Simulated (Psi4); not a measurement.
**CH3B (SMILES B[CH]) at UMP2/def2-SVP (Cholesky decomposition, density fitting for correlation, cholesky tolerance 1e-05, sweep point 7)**

Aim: the vertical ionisation energy of CH3B at UMP2/def2-SVP (Cholesky decomposition, density fitting for correlation, cholesky tolerance 1e-05, sweep point 7), from 2 runs. Input form: a Python script.

The results are computed with Psi4 1.11.

## (1) The molecule

The species is CH3B (5 atoms), typed as a triplet with charge 0. SMILES: `B[CH]`. The shape comes from GFN2-xTB, which is rough for such elements, and wasn't checked as a minimum.

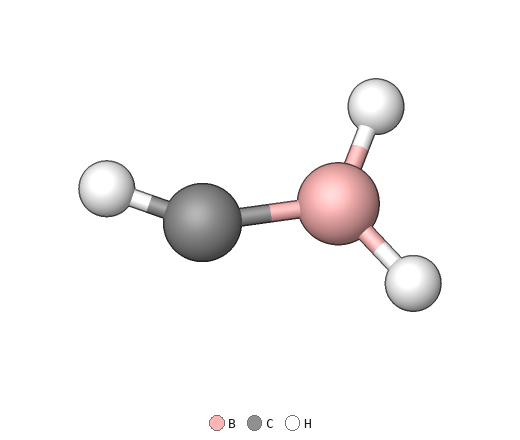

The structure, seen from a chosen angle (boron pink, carbon grey, hydrogen white).

## (2) The energy at UMP2/def2-SVP (Cholesky decomposition, density fitting for correlation, cholesky tolerance 1e-05, sweep point 7)

The input, calc.py:

```python
import psi4

psi4.set_memory('1600 MB')
psi4.set_num_threads(1)
psi4.core.set_output_file('output.dat', False)

m = psi4.geometry("""
0 3
B     -0.352450    -0.401400    -0.071360
C      0.507540     0.779550    -0.141970
H     -0.308550    -1.118250     0.866820
H     -1.104620    -0.672740    -0.931370
H      1.258080     1.412850     0.277880
units angstrom
symmetry c1
""")

psi4.set_options({
    'reference': 'uhf',
    'puream': True,
    'scf_type': 'cd',
    'num_frozen_docc': 2,
    'cholesky_tolerance': 1e-05,
    'maxiter': 150,
})

result = psi4.energy("mp2/def2-SVP", molecule=m)
print('E =', round(result, 9))
for k, v in sorted(psi4.core.scalar_variables().items()):
    print(f'{k:45s} {v:18.10f}')
```

Run with:

```
$ python calc.py
```

output.dat:

```text
=> Loading Basis Set <=

    Name: DEF2-SVP
    Role: ORBITAL
    Keyword: BASIS

         ---------------------------------------------------------
                                   SCF
                              UHF Reference
                        1 Threads,   1525 MiB Core
         ---------------------------------------------------------

  ==> Geometry <==

    Molecular point group: c1
    Full point group: C1

    Geometry (in Angstrom), charge = 0, multiplicity = 3:

       Center              X                  Y                   Z               Mass
    ------------   -----------------  -----------------  -----------------  -----------------
         B           -0.431348477442    -0.576347346803     0.016001575539    11.009305360000
         C            0.428641522558     0.604602653197    -0.054608424461    12.000000000000
         H           -0.387448477442    -1.293197346803     0.954181575539     1.007825032230
         H           -1.183518477442    -0.847687346803    -0.844008424461     1.007825032230
         H            1.179181522558     1.237902653197     0.365241575539     1.007825032230

  Running in c1 symmetry.

[... 67 lines left out ...]
   @UHF iter   1:   -64.09129136036442   -9.44953e-01   4.14388e-03 ADIIS/DIIS
[... 2 lines left out ...]
   @UHF iter   4:   -64.14047447057321   -2.79678e-03   3.11010e-04 ADIIS/DIIS
[... 2 lines left out ...]
   @UHF iter   7:   -64.14100484139425   -2.27467e-06   8.48409e-06 DIIS
[... 2 lines left out ...]
   @UHF iter  10:   -64.14100512765927   -2.73275e-09   2.84960e-07 DIIS
[... 2 lines left out ...]
   @UHF iter  13:   -64.14100512800651   -1.91847e-12   6.62311e-09 DIIS
[... 5 lines left out ...]
   @S^2 Expected:                2.000000000E+00
[... 2 lines left out ...]
   @S   Observed:                1.000000000E+00
[... 43 lines left out ...]
    Nuclear Repulsion Energy =             22.7488484537483409
[... 2 lines left out ...]
    Total Energy =                        -64.1410051280065119
[... 25 lines left out ...]
 Dipole Z            :         -0.3052617            0.4304268            0.1251651
[... 16 lines left out ...]
	 --------------------------------------------------------
	                          DF-MP2
	      2nd-Order Density-Fitted Moller-Plesset Theory
	              UMP2 Wavefunction,   1 Threads

	 --------------------------------------------------------

	 --------------------------------------------------------
	                 NBF =    43, NAUX =   138
	 --------------------------------------------------------
	   CLASS    FOCC     OCC    AOCC    AVIR     VIR    FVIR
	   ALPHA       2       8       6      35      35       0
	    BETA       2       6       4      37      37       0
	 --------------------------------------------------------

	-----------------------------------------------------------
	 ==================> DF-MP2 Energies <====================
	-----------------------------------------------------------
	 Reference Energy          =     -64.1410051280065119 [Eh]
	 Singles Energy            =      -0.0000000000000000 [Eh]
	 Same-Spin Energy          =      -0.0341027830059441 [Eh]
	 Opposite-Spin Energy      =      -0.1335980322614523 [Eh]
	 Correlation Energy        =      -0.1677008152673964 [Eh]
	 Total Energy              =     -64.3087059432739068 [Eh]
	-----------------------------------------------------------
	 ================> DF-SCS-MP2 Energies <==================
	-----------------------------------------------------------
	 SCS Same-Spin Scale       =       0.3333333333333333 [-]
	 SCS Opposite-Spin Scale   =       1.2000000000000000 [-]
	 SCS Same-Spin Energy      =      -0.0113675943353147 [Eh]
	 SCS Opposite-Spin Energy  =      -0.1603176387137428 [Eh]
	 SCS Correlation Energy    =      -0.1716852330490575 [Eh]
	 SCS Total Energy          =     -64.3126903610555729 [Eh]
	-----------------------------------------------------------

	total time  =          1 seconds =       0.02 minutes
```

On the terminal:

```text
E = -64.308705943
CURRENT CORRELATION ENERGY                         -0.1677008153
CURRENT ENERGY                                    -64.3087059433
CURRENT REFERENCE ENERGY                          -64.1410051280
CUSTOM SCS-MP2 CORRELATION ENERGY                  -0.1716852330
CUSTOM SCS-MP2 TOTAL ENERGY                       -64.3126903611
DD SOLVATION ENERGY                                 0.0000000000
HF KINETIC ENERGY                                  64.0070777691
HF POTENTIAL ENERGY                              -128.1480828971
HF TOTAL ENERGY                                   -64.1410051280
HF VIRIAL RATIO                                     2.0020923836
MP2 CORRELATION ENERGY                             -0.1677008153
MP2 DOUBLES ENERGY                                 -0.1677008153
MP2 OPPOSITE-SPIN CORRELATION ENERGY               -0.1335980323
MP2 SAME-SPIN CORRELATION ENERGY                   -0.0341027830
MP2 SINGLES ENERGY                                 -0.0000000000
MP2 TOTAL ENERGY                                  -64.3087059433
NUCLEAR REPULSION ENERGY                           22.7488484537
ONE-ELECTRON ENERGY                              -130.0102637130
PCM POLARIZATION ENERGY                             0.0000000000
PE ENERGY                                           0.0000000000
SCF ITERATION ENERGY                              -64.1410051280
SCF ITERATIONS                                     13.0000000000
SCF TOTAL ENERGY                                  -64.1410051280
SCS-MP2 CORRELATION ENERGY                         -0.1716852330
SCS-MP2 TOTAL ENERGY                              -64.3126903611
TWO-ELECTRON ENERGY                                43.1204101313
```

Wall time 2.1 s (1 thread of Intel Xeon Platinum 8488C (Sapphire Rapids), shared host); peak memory 0.19 GiB.

## (3) The doublet cation at the same level

The input, calc.py:

```python
import psi4

psi4.set_memory('1600 MB')
psi4.set_num_threads(1)
psi4.set_output_file('psi4.out', False)

molecule = psi4.geometry("""
1 2
B     -0.352450    -0.401400    -0.071360
C      0.507540     0.779550    -0.141970
H     -0.308550    -1.118250     0.866820
H     -1.104620    -0.672740    -0.931370
H      1.258080     1.412850     0.277880
symmetry c1
""")

options = {'basis': 'def2-SVP', 'reference': 'uhf', 'puream': True, 'scf_type': 'cd', 'num_frozen_docc': 2, 'cholesky_tolerance': 1e-05, 'maxiter': 150}
psi4.set_options(options)

E = psi4.energy('mp2', molecule=molecule)
print('E =', round(E, 9))
```

Run with:

```
$ python calc.py
```

psi4.out, shortened:

```text
[...]
  Running in c1 symmetry.
[...]
   @UHF iter   2:   -63.77730222837815   -5.56259e-02   2.39605e-03 DIIS/ADIIS
[...]
   @UHF iter  17:   -63.79640370661976   -2.47269e-12   6.05556e-09 DIIS
[...]
   @S^2 Expected:                7.500000000E-01
[...]
```

The script printed:

```text
E = -63.954021907
```

Run time: 2.1 s. Hardware: 1 thread of Intel Xeon Platinum 8488C (Sapphire Rapids), shared host; peak memory 0.19 GiB.

## (4) Summary of results

Level: UMP2/def2-SVP (Cholesky decomposition, density fitting for correlation, cholesky tolerance 1e-05, sweep point 7), 2 core orbitals frozen.

```
                                                                  quantity         value
                                                triplet CH3B: total energy  -64.30871 Eh
  triplet CH3B: HOMO energy (Hartree–Fock orbitals) (highest over α and β)     -10.62 eV
   triplet CH3B: LUMO energy (Hartree–Fock orbitals) (lowest over α and β)       0.94 eV
                 triplet CH3B: correlation energy (2 core orbitals frozen)    -167.7 mEh
                                                        triplet CH3B: ⟨S²⟩         2.017
                                              doublet cation: total energy  -63.95402 Eh
doublet cation: HOMO energy (Hartree–Fock orbitals) (highest over α and β)     -20.80 eV
 doublet cation: LUMO energy (Hartree–Fock orbitals) (lowest over α and β)      -8.02 eV
               doublet cation: correlation energy (2 core orbitals frozen)    -157.6 mEh
                                                      doublet cation: ⟨S²⟩         0.766
                        vertical ionisation energy (to the doublet cation)      9.651 eV
```

What this shows: The vertical ionisation energy comes to 9.65 eV (931 kJ/mol).
